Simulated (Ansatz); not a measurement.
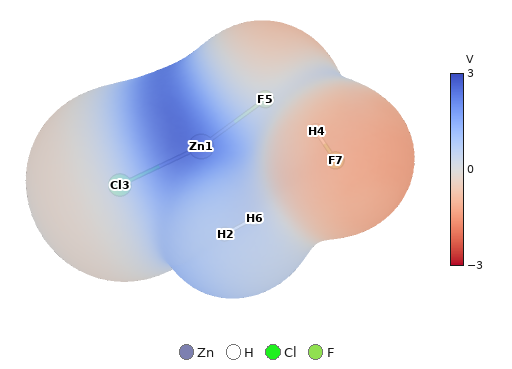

Figure. ClFZn···H2···HF. The molecular electrostatic potential painted on the density surface at 0.001 e/bohr³, seen at a tilt; the colour scale runs from red (negative) to blue (positive).

The product side of a reaction path; geometry: PBE0-D4/def2-TZVP; a saddle point, not a minimum.

Theory: RKS PBE0-D4/def2-TZVPP (Ansatz 0.2.0).

```json
{"atom": "Zn", "x (Å)": "-1.2460", "y (Å)": "-0.0471", "z (Å)": "-0.4018"}
{"atom": "H", "x (Å)": "0.8283", "y (Å)": "-0.3051", "z (Å)": "-1.2725"}
{"atom": "Cl", "x (Å)": "-2.1124", "y (Å)": "-0.4238", "z (Å)": "-2.2565"}
{"atom": "H", "x (Å)": "0.6813", "y (Å)": "0.3406", "z (Å)": "1.6580"}
{"atom": "F", "x (Å)": "-0.8755", "y (Å)": "0.3107", "z (Å)": "1.2982"}
{"atom": "H", "x (Å)": "1.1066", "y (Å)": "-0.1627", "z (Å)": "-0.5812"}
{"atom": "F", "x (Å)": "1.6176", "y (Å)": "0.2873", "z (Å)": "1.5560"}
```

Question: Where is the surface potential most negative and most positive?

Answer: The most negative region (about −1.3 V, or −30 kcal/mol for a unit charge) lies over F7, the most positive (about +2.6 V, or +60 kcal/mol for a unit charge) over Zn1.
